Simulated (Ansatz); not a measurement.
## Electronic structure of AlAsH$_{7}$N in real space

```xyz
10

Al    0.2242   -0.4793    1.1895
N     1.5249    0.7163    0.9133
H     0.5914   -2.0141    0.9733
H    -1.0112   -0.0147    2.0813
H    -0.2743   -0.4270   -2.4541
As   -1.0831   -0.2043   -1.1980
H     1.4841    1.6835    1.1890
H     2.4320    0.5016    0.5337
H    -2.3197   -0.9409   -1.6656
H    -1.5683    1.1790   -1.5625
```

The reactant side of a reaction path; geometry: PBE0-D4/def2-TZVP; a saddle point, not a minimum.

The calculation used RKS PBE0-D4/def2-TZVPP in Ansatz 0.2.0.

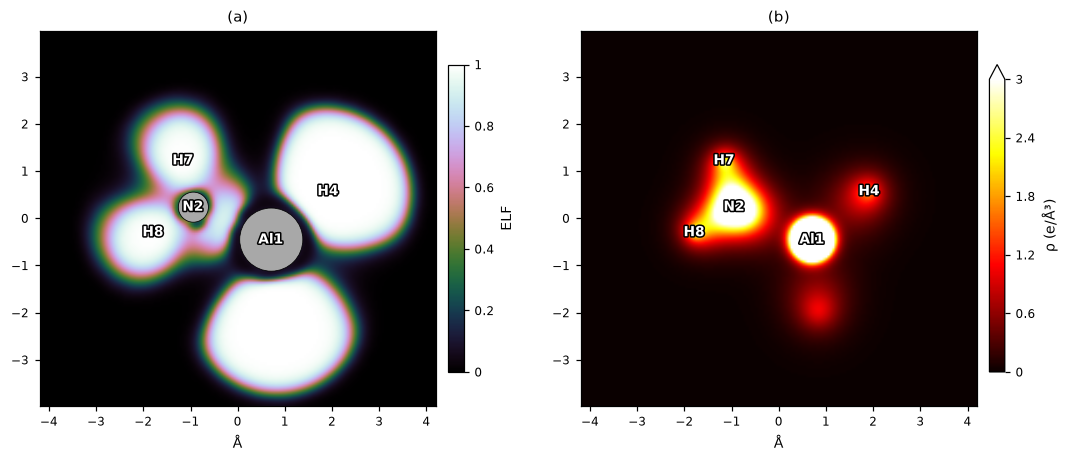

Figure 1. (a) ELF; (b) total electron density on the plane of atoms Al1, N2 and H7. Grey discs cover the atomic cores in the ELF map.

Question: What does the map show?

Answer: The plane passes through Al, N and H nuclei. Al–N (1.79 Å): ρ at the midpoint is about 0.83 e/Å³; the ELF peaks at about 0.90 in the valence shell of N, 0.7 Å from its nucleus, and is about 0.65 at the midpoint. N–H (1.01 Å): the density is about 2.9 e/Å³ at the midpoint; the ELF climbs to about 1 towards the hydrogen, as it does in any bond to H: an ordinary covalent bond to hydrogen. Al–H (1.59 Å): ρ is about 0.54 e/Å³ halfway; the ELF climbs to about 1 towards the hydrogen.

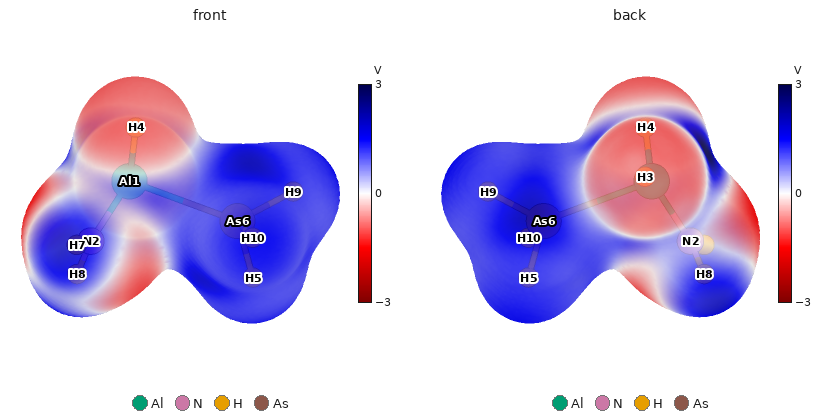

Figure 2. The electrostatic potential painted on the density surface at 0.004 e/bohr³, seen from the front and from behind; red is negative and blue positive.

Question: Where is the surface potential most negative and most positive?

Answer: The most negative region (about −1.4 V) lies over N2, the most positive (about +2.7 V) over Al1. N2 is the likeliest acceptor of a hydrogen bond.

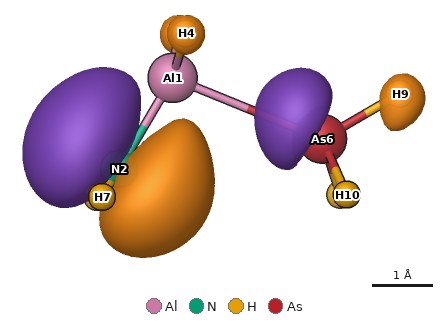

Figure 3. The HOMO at ±0.1 Å⁻³ᐟ² (orange and purple are the two phases), seen across its widest extent.

Question: Where does this orbital lie, and at what energy?

Answer: By Hirshfeld shares it lies mainly on N2 (about 65 %) and As6 (about 10 %). Its energy is −6.71 eV.
